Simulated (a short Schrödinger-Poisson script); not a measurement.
Stack: gated Al0.4Ga0.6N/GaN polarisation-induced gas, at 300 K.

| layer | material | thickness (nm) | Na (cm⁻³) |
|---|---|---|---|
| 1 | Al0.4Ga0.6N | 15 | - |
| 2 | GaN | 6000 | 1e15 |

Constants are typed, rounded textbook-type inputs, not results; the design itself was drawn at random and stands for no fabricated device. Al0.4Ga0.6N: permittivity 9.26, conduction-band edge (eV) 0.58, gap (eV) 4.258, electron mass (mₑ) 0.248, Nv at 300 K (cm⁻³) 4.6e19. GaN: permittivity 9.5, conduction-band edge (eV) 0, gap (eV) 3.43, Nv at 300 K (cm⁻³) 4.6e19.

Channel valleys (confinement mass, in-plane density-of-states mass, number): Γ 0.2, 0.2, 1. At the gate the conduction-band edge of layer 1 lies 1.36 eV − eVg above the Fermi level of the channel; the field vanishes at the back. Sheet of polarisation charge: +2e13 e/cm² at 15 nm from the gate. The barrier under the gate holds no holes. Gaps are held at their typed values at every temperature. Mesh 0.08 nm at interfaces.

From a short Schrödinger-Poisson script (our own, NumPy): 1D Poisson equation in equilibrium, electrons quantum, Hartree plus LDA exchange-correlation (BenDaniel-Duke, 40 states a valley, the channel's in-plane mass for all, wave functions free to enter the barrier), parabolic valleys, classical holes, full ionisation, no traps, pinning or gate leakage.

Only gate voltages with over 1e8 electrons/cm² are shown.

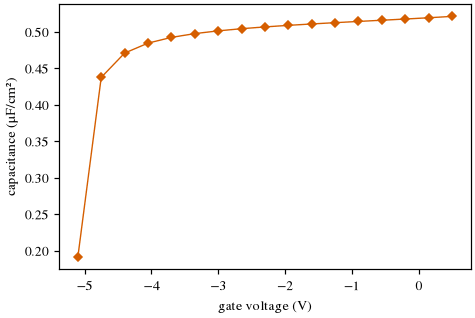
Fig. 1. Quasi-static capacitance against gate voltage

```csv
Vg (V),electrons (cm⁻²),in the channel layer,C (μF/cm²),Γ E0 (meV),Γ E1 (meV)
0.5,1.73e13,1.59e13,0.521,-182.5,-4.3
0.15,1.62e13,1.50e13,0.519,-171.2,-0.4
-0.2,1.51e13,1.40e13,0.517,-159.8,3.6
-0.55,1.39e13,1.31e13,0.516,-148.3,7.5
-0.9,1.28e13,1.21e13,0.514,-136.6,11.4
-1.25,1.17e13,1.11e13,0.513,-124.8,15.4
-1.6,1.06e13,1.01e13,0.511,-112.9,19.4
-1.95,9.45e12,9.09e12,0.509,-100.8,23.4
-2.3,8.34e12,8.06e12,0.507,-88.5,27.5
-2.65,7.24e12,7.03e12,0.504,-76.1,31.7
-3,6.14e12,5.99e12,0.501,-63.2,36.0
-3.35,5.05e12,4.95e12,0.497,-49.8,40.5
-3.7,3.96e12,3.90e12,0.492,-35.5,45.4
-4.05,2.90e12,2.86e12,0.484,-19.7,51.1
-4.4,1.85e12,1.84e12,0.471,-0.5,58.7
-4.75,8.54e11,8.50e11,0.437,27.6,72.5
-5.1,5.21e10,5.20e10,0.191,110.7,136.2
```

Subbands count from the Fermi level.
